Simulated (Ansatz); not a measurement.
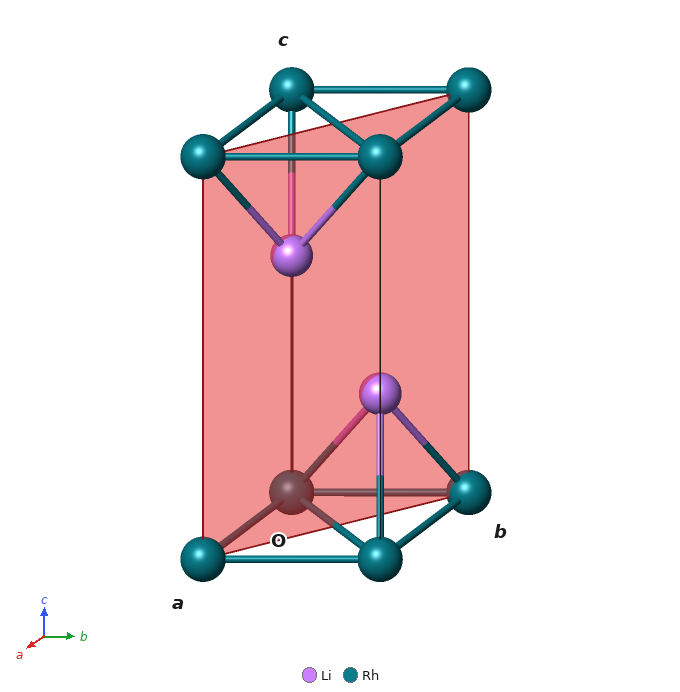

Crystal: Li₂Rh, the end point of a relaxation with DFT PBE, scalar-relativistic, plane waves, PAW in Ansatz 0.2.0; the starting structure was generated, so it need not be a known form of this composition. Every member of one family of equally spaced planes, hx + ky + lz = a whole number, that cuts the unit cell is shaded (one member passes through the origin O, touching the cell only at an edge or corner). Geometry calculated from the standardised cell; symmetry tolerance 0.002 Å.

a = 2.723 Å, b = 2.723 Å, c = 6.882 Å, α = 90.00°, β = 90.00°, γ = 120.00°.

Index the planes.

(1 1 0), in four indices (1 1 −2 0); the opposite sign names the same planes. The member next to the origin meets the axes a at 1, b at 1, c never.

What is the spacing?

d = 1.361 Å.

Which atoms of the cell lie in these planes (within 0.03 Å)?

all 2 Li, the Rh atom.

The space group is P-3m1 (No. 164). How many reflections hkl are equivalent to this one (itself included), and does it occur?

6 reflections are equivalent in the Laue class -3m. The space group allows the reflection.
